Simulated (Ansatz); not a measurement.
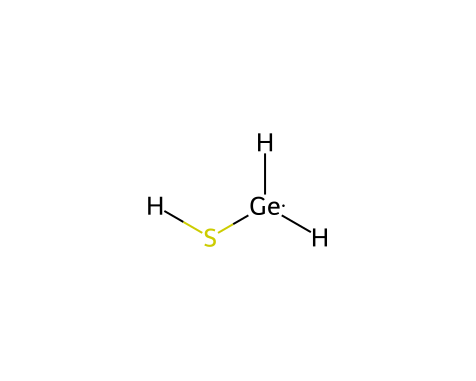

Structural formula above. Charge 0, doublet. The computed structure is the end point of a PBE0-D4/def2-TZVP optimisation. No frequency run is at hand to confirm it as a minimum.

Describe the 3D structure.

The molecule is GeH3S. SMILES: `[SH][GeH2]`. The point group is C1. It is an open-shell species. Coordination: 1 S bent; 1 Ge trigonal pyramidal.

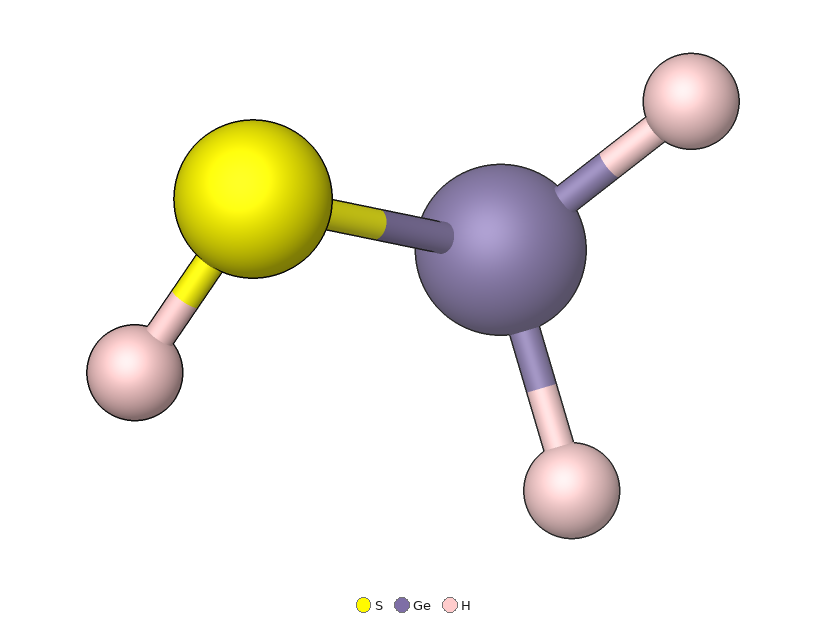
